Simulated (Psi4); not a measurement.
# r2SCAN/cc-pVDZ run of B2H4F2 (SMILES [BH2-]1[F+][BH2-][F+]1)

Aim: the vertical ionisation energy of B2H4F2 at r2SCAN/cc-pVDZ, from 2 runs. 

The results are computed with Psi4 1.11.

### Step 1. Starting point

The species is B2H4F2 (8 atoms), meant as a singlet with charge 0. As SMILES, `[BH2-]1[F+][BH2-][F+]1`. Geometry: relaxed at PBE0-D4/def2-TZVP.

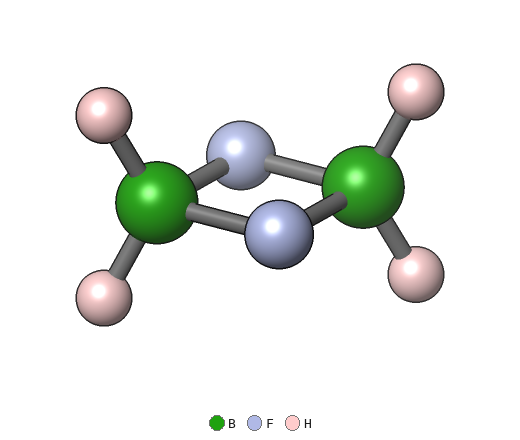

The structure, seen from a chosen angle (boron green, fluorine light blue, hydrogen pink).

### Step 2. Energy and forces at r2SCAN/cc-pVDZ

The input, b2f2h4.inp:

```
memory 2200 mb

molecule m {
  0 1
  B     -0.488000     0.947300    -0.293800
  F      0.637300     0.536000     0.670600
  B      0.488000    -0.947200     0.293900
  F     -0.636800    -0.535900    -0.671100
  H     -0.036000     1.557300    -1.210300
  H     -1.440200     1.308400     0.322000
  H      1.440200    -1.309100    -0.321600
  H      0.035400    -1.556800     1.210300
  symmetry c1
}

set {
  reference rks
  puream true
  e_convergence 1e-09
  d_convergence 1e-08
  scf_type pk
  dft_radial_points 99
  dft_spherical_points 590
}

e, wfn = gradient('r2scan/cc-pVDZ', return_wfn=True)
oeprop(wfn, 'WIBERG_LOWDIN_INDICES', 'MULLIKEN_CHARGES', 'DIPOLE', title='R2SCAN')
print_variables()
```

Started as:

```sh
psi4 b2f2h4.inp b2f2h4.out -n 1
```

b2f2h4.out, shortened:

```text
[...]
  Running in c1 symmetry.
[...]
  Nuclear repulsion =  118.500675990828697
[...]
  Multiplicity = 1
[...]
  Nalpha       = 16
  Nbeta        = 16
[...]
    Number of basis functions: 76
[...]
   @RKS iter   1:  -251.66731820654806   -4.94205e-01   3.95884e-03 DIIS/ADIIS
[...]
   @RKS iter  10:  -251.72598639229915   -2.09184e-11   4.19981e-09 DIIS
[...]
    Orbital Energies [Eh]
    ---------------------
    Doubly Occupied:
       1A    -24.568393     2A    -24.568355     3A     -6.719095
       4A     -6.719060     5A     -1.254996     6A     -1.199494
       7A     -0.595316     8A     -0.577659     9A     -0.528568
      10A     -0.498885    11A     -0.431471    12A     -0.427506
      13A     -0.425631    14A     -0.372426    15A     -0.330628
      16A     -0.288510
[...]
  @RKS Final Energy:  -251.72598639229915
   => Energetics <=
    Nuclear Repulsion Energy =            118.5006759908286966
    One-Electron Energy =                -581.6595983793390587
    Two-Electron Energy =                 241.9042753307007843
    DFT Exchange-Correlation Energy =     -30.4713393344895813
    Empirical Dispersion Energy =           0.0000000000000000
    VV10 Nonlocal Energy =                  0.0000000000000000
    Total Energy =                       -251.7259863922991485
[...]
  -Total Gradient:
     Atom            X                  Y                   Z
    ------   -----------------  -----------------  -----------------
       1        0.006275309551    -0.012223095824     0.003802974854
       2       -0.008467512127    -0.007174960953    -0.008929514656
       3       -0.006306386698     0.012266496764    -0.003718542806
       4        0.008465447604     0.007151134866     0.008915340862
       5       -0.002404790485    -0.002372764176     0.004167273019
       6        0.004246245162    -0.001199058416    -0.003086340243
       7       -0.004223032151     0.001181948043     0.003051032901
       8        0.002414619329     0.002370247313    -0.004202009730
[...]
 Multipole Moments:
 ------------------------------------------------------------------------------------
     Multipole            Electronic (a.u.)      Nuclear  (a.u.)        Total (a.u.)
 ------------------------------------------------------------------------------------
 L = 1.  Multiply by 2.5417464519 to convert [e a0] to [Debye]
 Dipole X            :          0.0010262           -0.0010280           -0.0000019
 Dipole Y            :          0.0006093           -0.0003753            0.0002340
 Dipole Z            :         -0.0006094            0.0007458            0.0001364
 Magnitude           :                                                    0.0002709
[...]
  Mulliken Charges: (a.u.)
   Center  Symbol    Alpha    Beta     Spin     Total
       1     B     2.36030  2.36030  0.00000  0.27939
       2     F     4.57775  4.57775  0.00000 -0.15550
       3     B     2.36032  2.36032  0.00000  0.27936
       4     F     4.57777  4.57777  0.00000 -0.15555
       5     H     0.53096  0.53096  0.00000 -0.06191
       6     H     0.53096  0.53096  0.00000 -0.06193
       7     H     0.53096  0.53096  0.00000 -0.06193
       8     H     0.53097  0.53097  0.00000 -0.06194
   Total alpha = 16.00000, Total beta = 16.00000, Total charge = -0.00000
[...]
```

Wall time 49 s (1 thread of AMD EPYC 7R43 (Zen 3), shared host); peak memory 1.4 GiB.

### Step 3. The doublet cation at the same level

The input, job.json:

```json
{
  "schema_name": "qcschema_input",
  "schema_version": 1,
  "molecule": {
    "schema_name": "qcschema_molecule",
    "schema_version": 2,
    "symbols": ["B", "F", "B", "F", "H", "H", "H", "H"],
    "geometry": [-0.92218635, 1.79013756, -0.55520154, 1.20432246, 1.0128932, 1.26725034, 0.92218635, -1.78994859, 0.55539051, -1.2033776, -1.01270423, -1.2681952, -0.06803014, 2.94287049, -2.28713553, -2.72158356, 2.47251766, 0.60849181, 2.72158356, -2.47384047, -0.60773592, 0.0668963, -2.94192563, 2.28713553],
    "molecular_charge": 1,
    "molecular_multiplicity": 2,
    "fix_symmetry": "c1",
    "fix_com": true,
    "fix_orientation": true
  },
  "driver": "gradient",
  "model": {
    "method": "r2scan",
    "basis": "cc-pVDZ"
  },
  "keywords": {
    "reference": "uks",
    "puream": true,
    "e_convergence": 1e-09,
    "d_convergence": 1e-08,
    "scf_type": "pk",
    "dft_radial_points": 99,
    "dft_spherical_points": 590,
    "maxiter": 100,
    "scf_properties": ["DIPOLE", "MULLIKEN_CHARGES", "MAYER_INDICES"]
  }
}
```

Started as:

```sh
psi4 --qcschema job.json -n 1 --memory 2200MB
```

stdout, shortened:

```text
[...]
  Running in c1 symmetry.
[...]
  Nuclear repulsion =  118.500675984207220
[...]
  Multiplicity = 2
[...]
  Nalpha       = 16
  Nbeta        = 15
[...]
    Number of basis functions: 76
[...]
   @UKS iter   1:  -251.28494857442860   -1.11836e-01   2.54683e-03 ADIIS/DIIS
[...]
   @UKS iter  12:  -251.31569849637663   -1.16245e-11   8.91152e-09 DIIS
[...]
   @S^2 Observed:                7.533704412E-01
[...]
  @UKS Final Energy:  -251.31569849637663
   => Energetics <=
    Nuclear Repulsion Energy =            118.5006759842072199
    One-Electron Energy =                -573.0006747319092710
    Two-Electron Energy =                 233.2506282525040433
    DFT Exchange-Correlation Energy =     -30.0663280011785794
    Empirical Dispersion Energy =           0.0000000000000000
    VV10 Nonlocal Energy =                  0.0000000000000000
    Total Energy =                       -251.3156984963766263
  UHF NO Occupations:
  HONO-2 :   14  A 1.9994171
  HONO-1 :   15  A 1.9993497
[...]
 Multipole Moments:
 ------------------------------------------------------------------------------------
     Multipole            Electronic (a.u.)      Nuclear  (a.u.)        Total (a.u.)
 ------------------------------------------------------------------------------------
 L = 1.  Multiply by 2.5417464519 to convert [e a0] to [Debye]
 Dipole X            :         -0.0073133            0.0073699            0.0000566
 Dipole Y            :         -0.0023218            0.0022676           -0.0000542
 Dipole Z            :          0.0070385           -0.0068030            0.0002355
 Magnitude           :                                                    0.0002482
[...]
  -Total Gradient:
     Atom            X                  Y                   Z
    ------   -----------------  -----------------  -----------------
       1       -0.010538821008     0.020396688198    -0.006279590280
       2        0.004144316032     0.003450338545     0.004318319852
       3        0.010472195612    -0.020400023395     0.006401326456
       4       -0.004118173676    -0.003450539595    -0.004373996551
       5       -0.001918237830    -0.013655334900     0.012720053698
       6        0.014493972928    -0.010754089217    -0.005183154397
       7       -0.014468398069     0.010749743218     0.005150058640
       8        0.001933123742     0.013663151345    -0.012752904678
[...]
```

The result, in JSON:

```text
{
 "driver": "gradient",
 "model": {
  "method": "r2scan",
  "basis": "cc-pVDZ"
 },
 "success": true,
 "return_result": [-0.010538821008131659, 0.020396688197644133, -0.00627959027984052, 0.0041443160317099215, 0.0034503385453568125, 0.004318319851540631, 0.010472195611501277, -0.020400023394524625, 0.00640132645630195, -0.004118173676124354, -0.0034505395951716367, -0.004373996551381459, -0.0019182378304630487, -0.013655334899831575, 0.012720053698430156, 0.014493972927724558, -0.010754089217432816, -0.005183154397038342, -0.014468398068883115, 0.010749743218283508, 0.005150058639961083, 0.0019331237417889863, 0.013663151345287464, -0.012752904678276389],
 "properties": {
  "calcinfo_nbasis": 76,
  "calcinfo_nmo": 76,
  "calcinfo_nalpha": 16,
  "calcinfo_nbeta": 15,
  "calcinfo_natom": 8,
  "nuclear_repulsion_energy": 118.50067598420722,
  "return_energy": -251.31569849637663,
  "return_gradient": [-0.010538821008131659, 0.020396688197644133, -0.00627959027984052, 0.0041443160317099215, 0.0034503385453568125, 0.004318319851540631, 0.010472195611501277, -0.020400023394524625, 0.00640132645630195, -0.004118173676124354, -0.0034505395951716367, -0.004373996551381459, -0.0019182378304630487, -0.013655334899831575, 0.012720053698430156, 0.014493972927724558, -0.010754089217432816, -0.005183154397038342, -0.014468398068883115, 0.010749743218283508, 0.005150058639961083, 0.0019331237417889863, 0.013663151345287464, -0.012752904678276389],
  "scf_one_electron_energy": -573.0006747319093,
  "scf_two_electron_energy": 233.25062825250404,
  "scf_xc_energy": -30.06632800117858,
  "scf_dipole_moment": [5.6559613688764165e-05, -5.416201325986192e-05, 0.00023551305487634622],
  "scf_total_energy": -251.31569849637663,
  "scf_total_gradient": [-0.010538821008131659, 0.020396688197644133, -0.00627959027984052, 0.0041443160317099215, 0.0034503385453568125, 0.004318319851540631, 0.010472195611501277, -0.020400023394524625, 0.00640132645630195, -0.004118173676124354, -0.0034505395951716367, -0.004373996551381459, -0.0019182378304630487, -0.013655334899831575, 0.012720053698430156, 0.014493972927724558, -0.010754089217432816, -0.005183154397038342, -0.014468398068883115, 0.010749743218283508, 0.005150058639961083, 0.0019331237417889863, 0.013663151345287464, -0.012752904678276389],
  "scf_iterations": 12
 }
}
```

It took 86 s on 1 thread of AMD EPYC 7R43 (Zen 3), shared host; peak memory 1.4 GiB.

### Step 4. Summary of results

Level: r2SCAN/cc-pVDZ.

| quantity | value |
| --- | --- |
| singlet B2H4F2: total energy | -251.72599 Eh |
| singlet B2H4F2: dipole moment | 0.00 D |
| singlet B2H4F2: HOMO energy | -7.85 eV |
| singlet B2H4F2: LUMO energy | -0.21 eV |
| singlet B2H4F2: HOMO–LUMO gap | 7.64 eV |
| singlet B2H4F2: largest force on an atom | 0.735 eV/Å |
| doublet cation: total energy | -251.31570 Eh |
| doublet cation: HOMO energy (highest over α and β) | -15.55 eV |
| doublet cation: LUMO energy (lowest over α and β) | -14.50 eV |
| doublet cation: ⟨S²⟩ | 0.753 |
| doublet cation: largest force on an atom | 1.224 eV/Å |
| vertical ionisation energy (to the doublet cation) | 11.165 eV |

In words: The vertical ionisation energy comes to 11.16 eV (1077 kJ/mol). The largest force (singlet B2H4F2) is 0.73 eV/Å: the shape isn't a stationary point for this species at this level. The negative HOMO energy of the first species, 7.85 eV, lies 3.31 eV below that difference.
